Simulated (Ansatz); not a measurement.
**A computed series for MoS2: pressure series**

Take MoS$_{2}$ in the 3R-MoS2 type structure (space group R3m, No. 160; a = 3.175 Å, c = 18.585 Å (hexagonal axes); layered, stacked along the Cartesian z axis) as the base.

Cell and atoms are relaxed at each pressure.

Method: r2SCAN+rVV10 (Ansatz, a program for electronic structure, PAW, spin-orbit coupling left out).

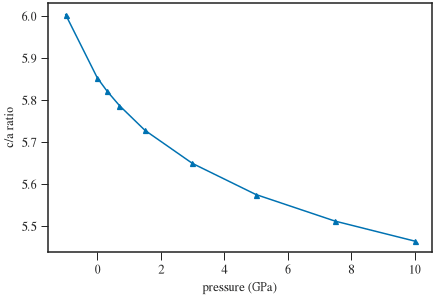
Figure. c/a ratio against pressure

### Question
From the plot, what is the c/a ratio for pressure 1.5 GPa?

### Answer
About 5.73.

### Question
Is the trend monotonic over the range shown?

### Answer
Yes, it falls throughout, spanning 5.465 to 6.004.

Load acts through the strain it causes; cell and atoms are relaxed under it. Whether these cells are dynamically stable was not tested. Competing high-pressure phases were not computed.
